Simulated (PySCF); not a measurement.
# BOF (fluoro(oxo)borane) at CCSD(T)/STO-3G

Aim: the energy change on altering one bond length of BOF (fluoro(oxo)borane) at CCSD(T)/STO-3G, from 2 runs. Input form: a Python script.

Program for the calculation: PySCF 2.14.0.

11 further runs of the same task are left out: 5 that didn't finish, 6 set aside as unsound or not needed.

## Step 1: Starting point

The species is BOF (3 atoms), meant as a singlet with charge 0. As SMILES, `O=BF`. The shape is that of a PBE0-D4/def2-TZVP optimisation.

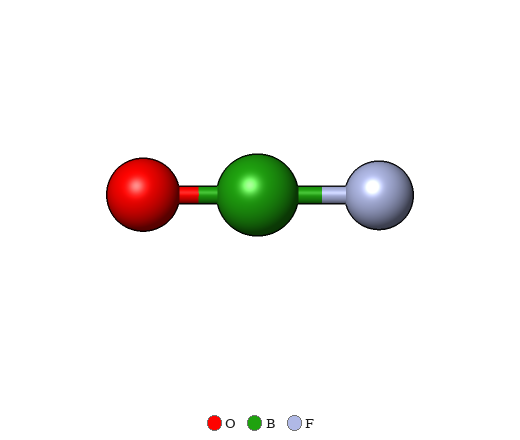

The structure, seen from a chosen angle (oxygen red, boron green, fluorine light blue).

## Step 2: The energy at CCSD(T)/STO-3G

Contents of input.xyz:

```xyz
3

O      0.983100    -0.565100     0.479900
B      0.020300    -0.011600     0.009900
F     -1.003400     0.576800    -0.489800
```

Contents of job.py:

```python
from pyscf import gto, cc

system = gto.Mole()
system.atom = 'input.xyz'
system.verbose = 3
system.max_memory = 1860
system.basis = 'sto-3g'
system.build()

mf = system.RHF()
mf.conv_tol = 1e-10
mf.kernel()
if not mf.converged:
    mf = mf.newton().run(mf.mo_coeff, mf.mo_occ)

mycc = cc.CCSD(mf, frozen=3)
mycc.kernel()
e_t = mycc.ccsd_t()
e_final = mycc.e_tot + e_t
print('E(%s) = %.9f' % ('CCSD(T)', e_final))
```

The run is started by

```sh
OMP_NUM_THREADS=1 python job.py
```

Output:

```text
converged SCF energy = -196.327840179449
E(CCSD) = -196.4712141220006  E_corr = -0.1433739425514842
CCSD(T) correction = -0.0121269468664313
E(CCSD(T)) = -196.483341069
```

Run time: 1 s. Hardware: 1 thread of Intel Xeon Platinum 8259CL at 2.50GHz (Skylake/Cascade Lake), shared host; peak memory 0.12 GiB.

## Step 3: The distorted shape, same level

Contents of job.py:

```python
from pyscf import gto, scf, cc

system = gto.M(
    atom=[
    ('O', (1.464514, -0.841858, 0.714907)),
    ('B', (0.020300, -0.011600, 0.009900)),
    ('F', (-1.003400, 0.576800, -0.489800)),
],
    basis='sto-3g',
    max_memory=1860,
    spin=0,
    verbose=3,
)

calc0 = scf.RHF(system)
calc0.conv_tol = 1e-10
calc0.kernel()
if not calc0.converged:
    calc0 = calc0.newton().run(calc0.mo_coeff, calc0.mo_occ)

mycc = cc.CCSD(calc0, frozen=3)
mycc.kernel()
e_t = mycc.ccsd_t()
etot = mycc.e_tot + e_t
print('E(%s) = %.9f' % ('CCSD(T)', etot))
```

The run is started by

```sh
OMP_NUM_THREADS=1 python job.py
```

Output:

```text
converged SCF energy = -196.096478094747
E(CCSD) = -196.2598481399045  E_corr = -0.1633700451574133
CCSD(T) correction = -0.0219789837852628
E(CCSD(T)) = -196.281827124
```

It took 0.93 s on 1 thread of Intel Xeon Platinum 8259CL at 2.50GHz (Skylake/Cascade Lake), shared host; peak memory 0.1 GiB.

## Step 4: Outcome

At CCSD(T)/STO-3G, 3 core orbitals frozen:

```
                                                         quantity          value
                                        first shape: total energy  -196.48334 Eh
                first shape: dipole moment (Hartree–Fock density)         1.52 D
                 first shape: HOMO energy (Hartree–Fock orbitals)      -10.65 eV
                 first shape: LUMO energy (Hartree–Fock orbitals)       10.60 eV
               first shape: HOMO–LUMO gap (Hartree–Fock orbitals)       21.25 eV
         first shape: correlation energy (3 core orbitals frozen)     -155.5 mEh
                                      first shape: (T) correction     -12.13 mEh
                                       first shape: T1 diagnostic          0.020
                                    distorted shape: total energy  -196.28183 Eh
            distorted shape: dipole moment (Hartree–Fock density)         3.00 D
             distorted shape: HOMO energy (Hartree–Fock orbitals)       -7.39 eV
             distorted shape: LUMO energy (Hartree–Fock orbitals)        7.30 eV
           distorted shape: HOMO–LUMO gap (Hartree–Fock orbitals)       14.69 eV
     distorted shape: correlation energy (3 core orbitals frozen)     -185.3 mEh
                                  distorted shape: (T) correction     -21.98 mEh
                                   distorted shape: T1 diagnostic          0.095
energy change with the O1–B2 bond stretched from 1.206 to 1.809 Å       5.483 eV
```

With the O1–B2 bond stretched from 1.206 to 1.809 Å the energy rises by 5.48 eV (126 kcal/mol). The first shape isn't relaxed at this level, so the change isn't measured from a minimum. The minimal basis adds a large error of its own. The T1 diagnostic (first shape) of 0.020 is above the customary mark for such species, so a single reference may not serve. Mulliken charges (first shape) of the mean-field density run from -0.32 on O1 to +0.49 on B2. The triples (first shape) make up 7.8 % of the correlation energy. The T1 diagnostic (distorted shape) of 0.095 is above the customary mark for such species, so a single reference may not serve. The triples (distorted shape) make up 11.9 % of the correlation energy.
